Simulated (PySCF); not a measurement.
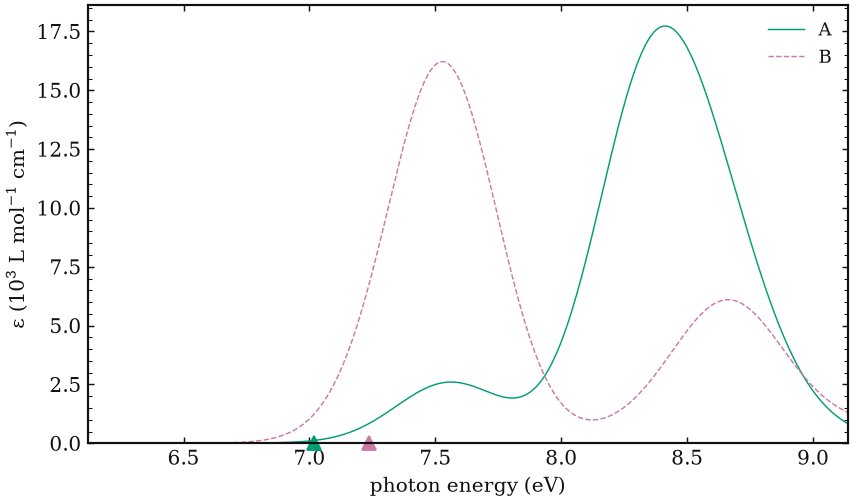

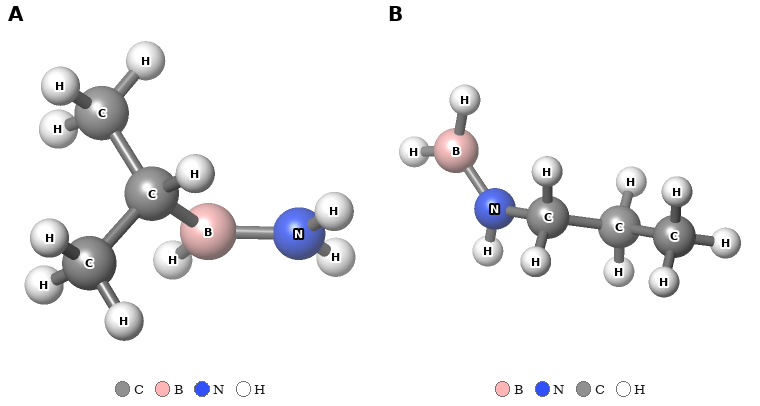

Related molecules: A is C₃H₁₀BN, SMILES CC(C)BN; B is C₃H₁₀BN, SMILES BNCCC. Vertical TDDFT absorption, CAM-B3LYP/def2-SVPD in PySCF 2.14.0, at a PBE0-D3(BJ)/def2-SVP geometry (no frequency check); Gaussians of 1/e half-width 0.30 eV, triangles mark S1, and the range ends where the computed states of one molecule run out.

Question: How does the lowest singlet move?

Answer: A: 7.02 eV (f = 0.000, mainly HOMO → LUMO+1 (86 %)); B: 7.24 eV (f = 0.000, mainly HOMO−1 → LUMO+1 (86 %)) (S2 lies within 0.06 eV, too close to order). From A to B it shifts 0.22 eV to the blue; the leading orbital pair differs.

Question: And the brightest state of each within the range drawn?

Answer: A: S4 at 8.33 eV, f = 0.23; B: S3 at 7.54 eV, f = 0.29.

Caveats, for all or some of the runs: core orbitals are frozen in the response; one conformer of a flexible molecule; states above the negative HOMO energy depend on the basis.
